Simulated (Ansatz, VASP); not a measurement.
# NbCd3: VASP beside Ansatz

Wanted: the spread between two codes on one cell, functional and k mesh. Valence electrons are named where the data sets of a main pair hold unlike numbers.

Program: Ansatz 0.2.0. Level of theory: plane waves, with VASP 6.6.1 beside it; band structure at LDA, band structure at LDA, spin-orbit coupling and single point at LDA, spin-orbit coupling. Results are calculated unless marked as measured.

## 1. Set-up

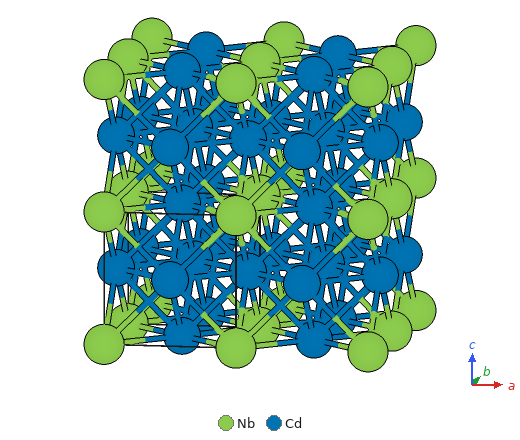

The starting structure, seen slightly off an axis (niobium green, cadmium blue). 2×2×2 cells are drawn. Some periodic images of atoms are drawn too.

## 2. VASP: band structure, LDA

A single point gives forces, pressure and levels at one fixed geometry, so differences don't come from the geometry; what else differs is listed under the comparison.

Lines of VASP's logs that name or quote its potential files are left out, and so is its time.

INCAR

```
SYSTEM = NbCd3
PREC = Accurate
ENCUT = 400
EDIFF = 1E-06
NELM = 100
ISMEAR = -1
SIGMA = 0.05
LREAL = .FALSE.
ALGO = Normal
GGA = CA
NBANDS = 38
LASPH = .TRUE.
LORBIT = 11
LWAVE = .FALSE.
LCHARG = .FALSE.
KPAR = 4
```

POSCAR

```
NbCd3
1.0
    4.2150000000      0.0000000000      0.0000000000
    0.0000000000      4.2150000000      0.0000000000
    0.0000000000      0.0000000000      4.2150000000
Nb Cd
1 3
Direct
    0.0000000000      0.0000000000      0.0000000000
    0.0000000000      0.5000000000      0.5000000000
    0.5000000000      0.0000000000      0.5000000000
    0.5000000000      0.5000000000      0.0000000000
```

KPOINTS

```
Automatic mesh
0
Gamma
6 6 6
0 0 0
```

KPOINTS_OPT

```
Line mode
16
Line-mode
Reciprocal
  0.00000000   0.00000000   0.00000000 GAMMA
  0.00000000   0.50000000   0.00000000 X

  0.00000000   0.50000000   0.00000000 X
  0.50000000   0.50000000   0.00000000 M

  0.50000000   0.50000000   0.00000000 M
  0.00000000   0.00000000   0.00000000 GAMMA

  0.00000000   0.00000000   0.00000000 GAMMA
  0.50000000   0.50000000   0.50000000 R

  0.50000000   0.50000000   0.50000000 R
  0.00000000   0.50000000   0.00000000 X

  0.50000000   0.50000000   0.00000000 M
  0.50000000   0.50000000   0.50000000 R
```

Potentials, in the order of the species: Nb_sv and Cd (LDA family, release 64).

Run with:

```
$ mpirun -np 4 vasp_std
```

Numbers of over 12 decimals in the logs are rounded to 6 here.

Log:

```text
[banner, memory and clock lines left out]
running    4 mpi-ranks, on    1 nodes
 distrk:  each k-point on    1 cores,    4 groups
 distr:  one band on    1 cores,    1 groups

 POSCAR found type information on POSCAR NbCd
 POSCAR found :  2 types and       4 ions
 LDA part: xc-table for (Slater(with rela. corr.)+CA(PZ))
 , standard interpolation
 POSCAR, INCAR and KPOINTS ok, starting setup
 FFT: planning ... GRIDC
 FFT: planning ... GRID_SOFT
 FFT: planning ... GRID
 WAVECAR not read
 entering main loop
       N       E                     dE             d eps       ncg     rms          rms(c)
DAV:   1     0.419067241592E+03    0.41907E+03   -0.21570E+04  1520   0.109E+03
DAV:   2     0.130835542774E+00   -0.41894E+03   -0.39946E+03  1644   0.389E+02
DAV:   3    -0.157799905230E+02   -0.15911E+02   -0.15559E+02  2070   0.796E+01
DAV:   4    -0.163419160641E+02   -0.56193E+00   -0.55607E+00  2268   0.116E+01
DAV:   5    -0.163499666829E+02   -0.80506E-02   -0.80494E-02  1924   0.128E+00    0.101E+01
DAV:   6    -0.155941904281E+02    0.75578E+00   -0.13342E+00  2046   0.989E+00    0.632E+00
DAV:   7    -0.154933201899E+02    0.10087E+00   -0.17563E-01  1770   0.283E+00    0.385E+00
DAV:   8    -0.154721907020E+02    0.21129E-01   -0.53441E-02  2074   0.184E+00    0.643E-01
DAV:   9    -0.154695446244E+02    0.26461E-02   -0.54580E-03  1984   0.575E-01    0.187E-01
DAV:  10    -0.154694812512E+02    0.63373E-04   -0.75380E-04  1862   0.178E-01    0.585E-02
DAV:  11    -0.154694738218E+02    0.74293E-05   -0.40014E-05  1866   0.491E-02    0.198E-02
DAV:  12    -0.154694733585E+02    0.46332E-06   -0.41652E-06  1910   0.130E-02
   1 F= -.15469473E+02 E0= -.15459375E+02  d E =-.201960E-01
 Start KPOINTS_OPT (optional k-point list driver)
k-point batch [1-20\96]
       N       E                     dE             ncg
DAV:   1     0.202146142174E+04   -0.93776E+04     1520
DAV:   2    -0.627697586512E+04   -0.82984E+04     1656
DAV:   3    -0.660118450269E+04   -0.32421E+03     2046
DAV:   4    -0.661160912924E+04   -0.10425E+02     2278
DAV:   5    -0.661179098101E+04   -0.18185E+00     1886
DAV:   6    -0.661180049668E+04   -0.95157E-02     2214
DAV:   7    -0.661180060757E+04   -0.11089E-03     1716
DAV:   8    -0.661180061028E+04   -0.27132E-05     1492
DAV:   9    -0.661180061040E+04   -0.11977E-06     1078
[...]
k-point batch [81-96\96]
       N       E                     dE             ncg
DAV:   1     0.547638454685E+04   -0.21448E+05     1216
DAV:   2    -0.121836477092E+04   -0.66947E+04     1310
DAV:   3    -0.146807295334E+04   -0.24971E+03     1738
DAV:   4    -0.147443942134E+04   -0.63665E+01     1708
DAV:   5    -0.147454020793E+04   -0.10079E+00     1580
DAV:   6    -0.147454196117E+04   -0.17532E-02     1690
DAV:   7    -0.147454198925E+04   -0.28076E-04     1490
DAV:   8    -0.147454198955E+04   -0.29940E-06     1068
```

Parts of OUTCAR (step 2):

```text
ion  position               nearest neighbor table
   1  0.000  0.000  0.000-   2 2.98   3 2.98   4 2.98   2 2.98   3 2.98   2 2.98   4 2.98   2 2.98
                             3 2.98   4 2.98   3 2.98   4 2.98
   2  0.000  0.500  0.500-   1 2.98   3 2.98   4 2.98   1 2.98   4 2.98   1 2.98   3 2.98   1 2.98
                             3 2.98   4 2.98   4 2.98   3 2.98
   3  0.500  0.000  0.500-   1 2.98   2 2.98   4 2.98   1 2.98   4 2.98   2 2.98   4 2.98   4 2.98
                             1 2.98   2 2.98   1 2.98   2 2.98
   4  0.500  0.500  0.000-   1 2.98   2 2.98   3 2.98   2 2.98   3 2.98   1 2.98   3 2.98   3 2.98
                             1 2.98   2 2.98   2 2.98   1 2.98

  LATTYP: Found a simple cubic cell.
 ALAT       =     4.2150000000

 Subroutine GETGRP returns: Found 48 space group operations
 (whereof 48 operations were pure point group operations)

The static configuration has the point symmetry O_h .

 Found     20 irreducible k-points:

   k-points           NKPTS =     20   k-points in BZ     NKDIM =     20   number of bands    NBANDS=     38

   dimension x,y,z NGX =    28 NGY =   28 NGZ =   28
   dimension x,y,z NGXF=    56 NGYF=   56 NGZF=   56

   ENCUT  =  400.0 eV  29.40 Ry    5.42 a.u.   6.87  6.87  6.87*2*pi/ulx,y,z

   NELECT =      49.0000    total number of electrons

 k-points in reciprocal lattice and weights: Automatic mesh
   0.00000000  0.00000000  0.00000000       0.005
   0.16666667  0.00000000  0.00000000       0.028
   0.33333333  0.00000000  0.00000000       0.028
   0.50000000  0.00000000  0.00000000       0.014
   0.16666667  0.16666667  0.00000000       0.056
   0.33333333  0.16666667  0.00000000       0.111
   0.50000000  0.16666667  0.00000000       0.056
   0.33333333  0.33333333  0.00000000       0.056
   0.50000000  0.33333333  0.00000000       0.056
[...]
0.50000000  0.50000000  0.33333333       0.028
   0.50000000  0.50000000  0.50000000       0.005

 average (electrostatic) potential at core
       1 -83.4202       2 -37.3381       3 -37.3381       4 -37.3381

 E-fermi :   5.0765

 k-point     1 :       0.0000    0.0000    0.0000
  band No.  band energies     occupation
    ...
     18      -2.4567      2.00000
     19      -2.4567      2.00000
     20      -2.4567      2.00000
     21       4.1151      2.00000
     22       4.1151      2.00000
     23       5.2512      0.05891
     24       5.2512      0.05891
     25       5.2512      0.05891
     26       6.3526      0.00000
     27       6.3526      0.00000
    ...

 k-point     2 :       0.1667    0.0000    0.0000
  band No.  band energies     occupation
    ...
     20      -2.4566      2.00000
     21       2.8449      2.00000
     22       4.1421      2.00000
     23       4.8592      1.97440
     24       4.8592      1.97440
     25       5.5651      0.00011
     26       6.3313      0.00000
     27       6.9518      0.00000
     28       6.9518      0.00000
     29       9.9116      0.00000
    ...

 k-point     3 :       0.3333    0.0000    0.0000
  band No.  band energies     occupation
    ...
     20      -2.4310      2.00000
     21       0.8124      2.00000
     22       4.2068      2.00000
     23       4.3528      2.00000
     24       4.3528      2.00000
     25       5.9058      0.00000
     26       6.2892      0.00000
     27       8.1761      0.00000
     28       8.1761      0.00000
     29       8.7097      0.00000
    ...

  Total       -1.2016197     -1.2016197     -1.2016197     -0.0000000      0.0000000     -0.0000000
  in kB      -25.7089828    -25.7089828    -25.7089828     -0.0000000      0.0000000     -0.0000000
  external PRESSURE =     -25.7089828 kB  Pullay stress =       0.0000000 kB

  energy-cutoff  :      400.00
  volume of cell :       74.88
      direct lattice vectors                 reciprocal lattice vectors
     4.215000000  0.000000000  0.000000000     0.237247924  0.000000000  0.000000000
     0.000000000  4.215000000  0.000000000     0.000000000  0.237247924  0.000000000
     0.000000000  0.000000000  4.215000000     0.000000000  0.000000000  0.237247924

 POSITION                                       TOTAL-FORCE (eV/Angst)
 -----------------------------------------------------------------------------------
      0.00000      0.00000      0.00000         0.000000      0.000000      0.000000
      0.00000      2.10750      2.10750         0.000000      0.000000      0.000000
      2.10750      0.00000      2.10750         0.000000      0.000000      0.000000
      2.10750      2.10750      0.00000         0.000000      0.000000      0.000000
 -----------------------------------------------------------------------------------
    total drift:                                0.000000      0.000000      0.000000

  FREE ENERGIE OF THE ION-ELECTRON SYSTEM (eV)
  ---------------------------------------------------
  free  energy   TOTEN  =       -15.4694733585 eV

  energy  without entropy=      -15.4492773518  energy(sigma->0) =      -15.45937536

 total charge
# of ion       s       p       d       tot
------------------------------------------
    1        2.125   5.967   2.494  10.586
    2        0.562   0.429   9.455  10.445
    3        0.562   0.429   9.455  10.445
    4        0.562   0.429   9.455  10.445
--------------------------------------------------
tot          3.809   7.255  30.858  41.923

[... 3 further parts left out ...]
```

Spin-orbit coupling is off here; it would split degenerate levels. At this level the cell is under a tension of 2.6 GPa, so at these settings it is away from equilibrium.

## 3. Ansatz: band structure, LDA

Ansatz runs on its default PAW (the set named soft_2) files.

The same cell, functional (in two slightly different forms), mesh and smearing now go to Ansatz, which takes its cutoff from its data sets.

input.yaml

```yaml
crystal:
  lattice:
    - [4.215, 0.0, 0.0]
    - [0.0, 4.215, 0.0]
    - [0.0, 0.0, 4.215]
  atoms:
    - { symbol: Nb, position: [0.0, 0.0, 0.0] }
    - { symbol: Cd, position: [0.0, 0.5, 0.5] }
    - { symbol: Cd, position: [0.5, 0.0, 0.5] }
    - { symbol: Cd, position: [0.5, 0.5, 0.0] }
hamiltonian:
  xc: lda
  pseudopotentials: { kind: paw }
kpoints:
  mp_grid: { grid: [6, 6, 6] }
  band_path:
    path:
      - [0.0, 0.0, 0.0]
      - [0.0, 0.1, 0.0]
      - [0.0, 0.2, 0.0]
      - [0.0, 0.3, 0.0]
      - [0.0, 0.43333, 0.0]
      - [0.0, 0.5, 0.0]
      - [0.1, 0.5, 0.0]
      - [0.2, 0.5, 0.0]
      - [0.33333, 0.5, 0.0]
      - [0.43333, 0.5, 0.0]
      - [0.5, 0.5, 0.0]
      - [0.36667, 0.36667, 0.0]
      - [0.26667, 0.26667, 0.0]
      - [0.16667, 0.16667, 0.0]
      - [0.06667, 0.06667, 0.0]
      - [0.03333, 0.03333, 0.03333]
      - [0.13333, 0.13333, 0.13333]
      - [0.23333, 0.23333, 0.23333]
      - [0.33333, 0.33333, 0.33333]
      - [0.46667, 0.46667, 0.46667]
      - [0.46667, 0.5, 0.46667]
      - [0.36667, 0.5, 0.36667]
      - [0.23333, 0.5, 0.23333]
      - [0.13333, 0.5, 0.13333]
      - [0.03333, 0.5, 0.03333]
      - [0.5, 0.5, 0.03333]
      - [0.5, 0.5, 0.16667]
      - [0.5, 0.5, 0.26667]
      - [0.5, 0.5, 0.36667]
      - [0.5, 0.5, 0.5]
    npoints: 1
scf:
  occupations: { method: fermi_dirac, width: 0.05 }
  n_extra_bands: 8
output:
  forces: true
  stress: true
  eigenvalues: true
  write_density: true
  write_potential: true
  elf: true
  volumetric_format: npy
```

Run with:

```
$ ansatz run input.yaml --threads 2 --pin off --max-ram 4608MiB --backend cpu --events-out ev --progress --plain --runs-dir out
```

Log:

```text
scf.n_extra_bands = 8 over 37 filled bands (N_el = 73.0): the run solves 45 bands
Engine: ansatz 0.2.0, x86_64-unknown-linux-gnu
Pseudopotentials: kind: paw
Pseudopotential: Nb, paw, valence charge 13, recommended cutoff 420 eV (normal), Nb.paw.azcp
Pseudopotential: Cd, paw, valence charge 20, recommended cutoff 420 eV (normal), Cd.paw.azcp
Functional definition: SPW92
  exchange = slater_x
  correlation = pw_c
Crystal: 4 atoms, lattice volume = 74.885 Å³
Basis set: ecut = 420 eV, 1419 PW (Γ)
Bands: 45, of which v1, the nominal top of the filled ones, is band 37 counted from 1 (36 counted from 0)
Symmetry: 48 space group operations
Space group: Pm-3m (ITA 221), of the structure as read, at distance tolerance 4.2e-5 Å
k-points: 20 of 216
Non-local potential: Nb, projectors of the file, l = 0: 3, l = 1: 2, l = 2: 2, l = 3: 1
Non-local potential: Cd, projectors of the file, l = 0: 3, l = 1: 2, l = 2: 2, l = 3: 1
PAW form: soft (Blöchl's): semilocal exchange-correlation on the pseudo side does not see the compensation charge
PAW frozen core: Nb, regenerated for the run's functional, and the local potential with it (the file was generated under x = pbe(κ = 0.804, μ = 0.219515), c = pbe(β = 0.066725))
PAW frozen core: Cd, regenerated for the run's functional, and the local potential with it (the file was generated under x = pbe(κ = 0.804, μ = 0.219515), c = pbe(β = 0.066725))
PAW one-centre angular grid: Nb, 590 points (default); XC on 64 Gauss nodes
PAW one-centre angular grid: Cd, 590 points (default); XC on 64 Gauss nodes
Initial density: superposition of atomic densities (neutral atoms: chi_scale 0, normalization atom), corrected by the library's trained network
Initial wavefunctions: pseudopotential atomic-orbital guess
Functional: x = slater, c = lda
SCF iter   1: F=—  HF=-28795.973879 eV  |F-HF|=—  |Δ(HF+E_count)|=         —  Δρ=1.18e-2  dr2=1.15e-1  ethr=1.77e-3  ⟨swp⟩=6.2  Hψ=3139  notcnv=0  defer=2
preconditioner: auto → Kerker (q_TF=auto, 2.717 Å⁻¹)  [metal: Δε(μ)=0.082 eV  Ē_g=11.342 eV  σ=0.050 eV  W_gap=0.38  n_scr=26 (ndim 8)  ℏωp=27.5 eV  f_vac=0.000  D(μ)=2.70/eV (n_scr^D=18)]
SCF iter   2: F=—  HF=-28795.948874 eV  |F-HF|=—  |Δ(HF+E_count)|=   2.50e-2  Δρ=4.46e-3  dr2=1.77e-2  ethr=1.58e-4  ⟨swp⟩=3.0  Hψ=1581  notcnv=0  defer=39
SCF iter   3: F=—  HF=-28795.944705 eV  |F-HF|=—  |Δ(HF+E_count)|=   4.17e-3  Δρ=1.20e-3  dr2=1.53e-3  ethr=2.42e-5  ⟨swp⟩=2.2  Hψ=1252  notcnv=0  defer=39
SCF iter   4: F=—  HF=-28795.944262 eV  |F-HF|=—  |Δ(HF+E_count)|=   4.43e-4  Δρ=3.49e-4  dr2=2.34e-4  ethr=2.10e-6  ⟨swp⟩=2.0  Hψ=1332  notcnv=0  defer=39
SCF iter   5: F=—  HF=-28795.944206 eV  |F-HF|=—  |Δ(HF+E_count)|=   5.67e-5  Δρ=1.69e-4  dr2=2.63e-5  ethr=3.21e-7  ⟨swp⟩=2.5  Hψ=1248  notcnv=0  defer=39
SCF iter   6: F=—  HF=-28795.944186 eV  |F-HF|=—  |Δ(HF+E_count)|=   1.99e-5  Δρ=3.54e-5  dr2=1.11e-6  ethr=3.61e-8  ⟨swp⟩=2.0  Hψ=1263  notcnv=0  defer=39
SCF iter   7: F=-28795.944185 eV  HF=-28795.944185 eV  |F-HF|=3.63e-9  |Δ(HF+E_count)|=   1.96e-7  Δρ=8.54e-6  dr2=4.88e-8  ethr=1.37e-10  ⟨swp⟩=10.4  Hψ=5868  notcnv=0
SCF 1 converged in 7 iterations: F = -28795.944185 eV  dr2 = 4.88e-8
  greatest PAW one-centre occupation: 1.000 electrons in one spin orbital (limit 2), on the Cd atom at site 2 (counted from 0), in its partial waves of l = 0
NSCF: frozen V_eff on 30 k-points
SCF converged after 7 iterations
Free energy (F): -28795.944185 eV
Harris-Foulkes:  -28795.944185 eV  (|F-HF|=3.63e-9)
Internal energy: -28795.924004 eV  (E = F + TS)
E sigma→0 (E₀):  -28795.934095 eV
Entropy (-TS):   -0.020181 eV (-5.045 meV/atom)
Fermi energy:    16.627520 eV
--- Per-component energies (eV) ---
  E_band       = -1121.097420
  E_kinetic    = 1910.709133
  E_local      = -9073.218518  (includes V_loc(G=0)·N_el)
  E_nonlocal   = 241.546481
  E_hartree    = 4202.229652
  E_xc         = -704.237177
  E_vxc        = -881.095248  (∫ρ·V_xc dr)
  E_paw        = -14800.487972  (= ΣΔE_a)
  E_vpaw       = -1723.501183  (= ΣTr[D̂ρ^β])
  E_aug_tail   = 0.000045  (compensation charges beyond the density's cutoff)
  E_ewald      = -10575.191049
  E_core_change = 2.725401  (= ΣΔE_core)
  E_smearing   = -0.020181  (= −TS)
  E_closure    = 0.000000  (closes the sum)
  Σ components = -28795.944185   (vs F -28795.944185, Δ=0.00e0)
--- Forces (eV/Å), atoms counted from 1 ---
  atom   1  Nb    -0.00000000    -0.00000000     0.00000000
  atom   2  Cd     0.00000000     0.00000000    -0.00000000
  atom   3  Cd     0.00000000    -0.00000000    -0.00000000
  atom   4  Cd     0.00000000     0.00000000    -0.00000000
  max |Σ_I F_I| component: 1.00e-28 eV/Å
--- Stress (GPa, compression-positive) ---
       -2.509936       0.000000       0.000000
        0.000000      -2.509936       0.000000
        0.000000       0.000000      -2.509936
  P = ⅓ Tr σ = -2.5099 GPa (-25.099 kbar)
--- Band table (eV; the first three rows and the last of 20) ---
  k-point 0: bands = [... 33 lower, 15.6707, 16.7997, 16.7997, 16.7997, 17.9125, 17.9125, 17.9125, 22.2073, ... 4 higher]
  k-point 1: bands = [... 33 lower, 15.6979, 16.4127, 16.4127, 17.1159, 17.8887, 18.5045, 18.5045, 21.4171, ... 4 higher]
  k-point 2: bands = [... 33 lower, 15.7633, 15.9070, 15.9070, 17.4468, 17.8418, 19.7255, 19.7255, 20.2075, ... 4 higher]
  k-point 19: bands = [... 33 lower, 14.1748, 14.2277, 15.4243, 15.4243, 15.4243, 18.1315, 18.1315, 20.3897, ... 4 higher]
```

Wall time 3.6 s (2 threads of AMD EPYC 7R43, shared host); peak memory 0.42 GiB.

Reading the cycles: dr2 is the Hartree energy of the density residual (eV), the measure of convergence; HF is the Harris–Foulkes estimate of the energy, which meets the free energy F at convergence.

## 4. Comparison

Known differences besides the potentials themselves: the two LDA forms differ slightly; the data sets hold 73 valence electrons in Ansatz (on its default PAW (the set named soft_2) files) and 49 in VASP; the cutoff is 420 eV in Ansatz and 400 eV in VASP; VASP's log shows a relativistic correction to its local exchange, Ansatz's none. Total energies have different zeros and are not compared.

The two programs side by side:

```
      quantity  Ansatz   VASP  difference
pressure (GPa)   -2.51  -2.57       +0.06
```

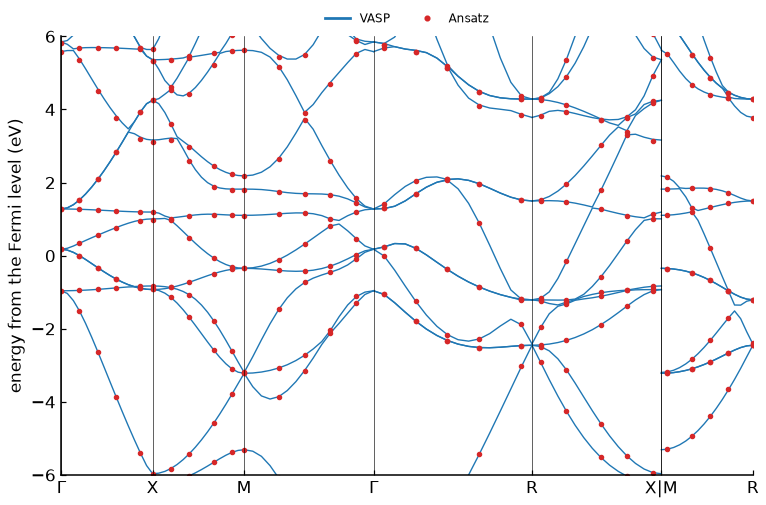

Bands from VASP (lines) and levels from Ansatz (dots). Dots without a line are higher empty bands that the VASP plot leaves out.

Levels from 3 eV below to 2 eV above the Fermi level differ by 6 meV r.m.s. and 18 meV at most; each VASP level is matched to the nearest of Ansatz, which flatters the figure a little. Ansatz's pressure holds a Pulay correction of 0.03 GPa; VASP's holds none.

## 5. Other set-ups

Further runs change the set-up of one program: Ansatz's method, potentials or start, or VASP's data sets, cutoff or form of LDA. The table gives that difference for each run.

```
                              run  pressure (GPa)
                         as above           0.061
Ansatz's all-electron LAPW method           0.071
```

## 6. Ansatz: band structure, LDA, spin-orbit coupling

A single point gives forces, pressure and levels at one fixed geometry, so differences don't come from the geometry; what else differs is listed under the comparison.

Edit input.yaml of step 3 so:

```diff
@@ -12,3 +12,6 @@
   xc: lda
-  pseudopotentials: { kind: paw }
+  pseudopotentials: { kind: paw_fr }
+magnetization:
+  noncollinear: true
+  spin_orbit: true
 kpoints:
@@ -50,3 +53,3 @@
   occupations: { method: fermi_dirac, width: 0.05 }
-  n_extra_bands: 8
+  n_extra_bands: 16
 output:
@@ -55,5 +58 @@
   eigenvalues: true
-  write_density: true
-  write_potential: true
-  elf: true
-  volumetric_format: npy
```

Log:

```text
[...]
non-collinear run that drives no moment, with spin-orbit: no starting moment large enough to seed its density (crystal.atoms[].spin), no starting occupations that ask for one, no magnetisation constraint and no magnetic field, so the semilocal B_xc is pinned to zero
Crystal: 4 atoms, lattice volume = 74.885 Å³
Basis set: ecut = 420 eV, 1419 PW (Γ)
[...]
k-point 1: bands = [... 69 lower, 16.3722, 16.4349, 16.4349, 17.1090, 17.1090, 17.8887, 17.8887, 18.4629, ... 12 higher]
  k-point 2: bands = [... 69 lower, 15.8717, 15.9335, 15.9335, 17.4468, 17.4468, 17.8433, 17.8433, 19.6416, ... 12 higher]
  k-point 19: bands = [... 69 lower, 14.2204, 15.4041, 15.4041, 15.4041, 15.4041, 15.4365, 15.4365, 18.1301, ... 12 higher]
[key lines of the parts left out:]
SCF converged after 9 iterations
Magnetization: |M| = 0.0000 μB,  M = (+0.0000, +0.0000, +0.0000) μB
Free energy (F): -28804.738729 eV
Fermi energy:    16.623647 eV
P = ⅓ Tr σ = -2.6303 GPa (-26.303 kbar)
```

Run time: 34 s. Hardware: 2 threads; peak memory 0.71 GiB; 66 s of CPU time.

(Part 1 of 2 ends here.)

[Lines on the potential files, build, host, timing and source positions are cut from VASP's logs without a mark.]

[Logs are printed without paths, hosts, clocks, repeated set-up lines and the standing remarks that a program may print on its own settings, such as how far it seeks lower states.]

[Hosts, paths, dates, database ids (printed as entryN), source tags and the programs' standing remarks are cut or masked in the printed files.]
